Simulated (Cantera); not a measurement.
A closed system holds: 1 mol borazine, 75 mol H₂, 34 mol N₂, held at 9.75 Torr.

Method: chemical equilibrium by Gibbs-energy minimisation in Cantera with the NASA 1993 tables (ideal gas, pure condensed phases). Candidate condensed phases: B, BN; 15 gas species. The feed counts by its element totals alone. The tables' values for BH₂ are old estimates; treat these amounts as uncertain. Kinetics and transport are ignored.

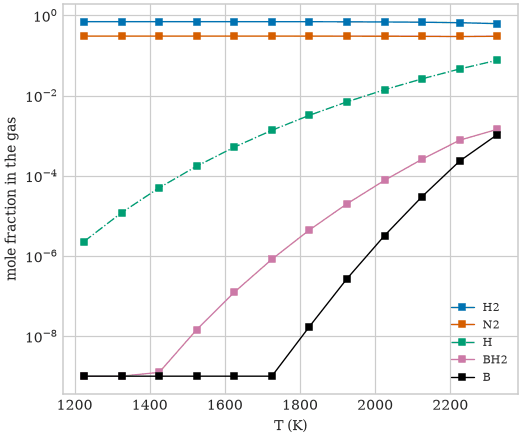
Equilibrium gas composition (values under 1e-9 drawn at 1e-9)

Read off the mole fractions at 1825 K.

H₂ about 0.69, N₂ about 0.30, H about 0.0032, BH₂ about 4.4e-6, B about 1.7e-8.
